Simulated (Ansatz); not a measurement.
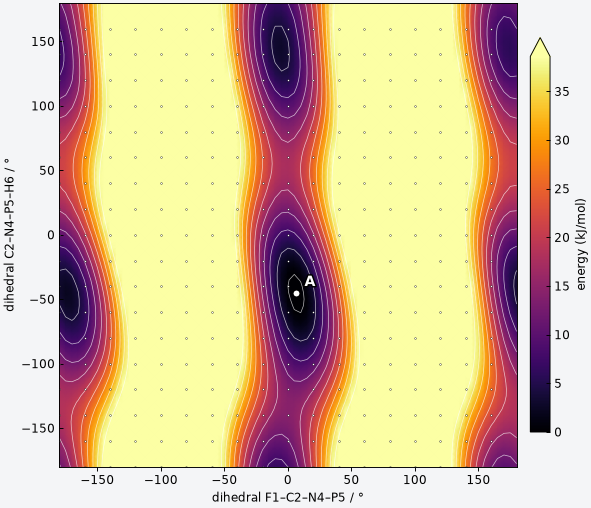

CH2F2NP, SMILES FC(F)=NP. The first coordinate is: dihedral F1–C2–N4–P5; the second: dihedral C2–N4–P5–H6. Nothing is relaxed (all other coordinates rigid). Grid: 18 × 18 points. All energies are given in kJ/mol relative to the lowest grid point. The dihedral twists a double bond; near 90° a spin-restricted reference is unreliable. These are results of Ansatz, RKS PBE0-D4/def2-SVP, not measurements.

The picture shows a smooth colour map with a few white contour lines, dots at the grid points, one colour for all values above the top of the scale, the well A. Between grid points the surface is interpolated.

Q: Estimate the position of the minimum and the force constants in these coordinates. Take the well at A.

A: The interpolated minimum is at dihedral F1–C2–N4–P5 ≈ 7°, dihedral C2–N4–P5–H6 ≈ −45°. The curvatures there are about 1.6 eV/rad² and 0.32 eV/rad², with a cross term of about 0.25 eV/rad². Round the minimum the valley is somewhat tilted: raising dihedral F1–C2–N4–P5 shifts the best value of dihedral C2–N4–P5–H6 downwards (coupling k₁₂/√(k₁₁k₂₂) about 0.4). (1 eV is 96.5 kJ/mol.)
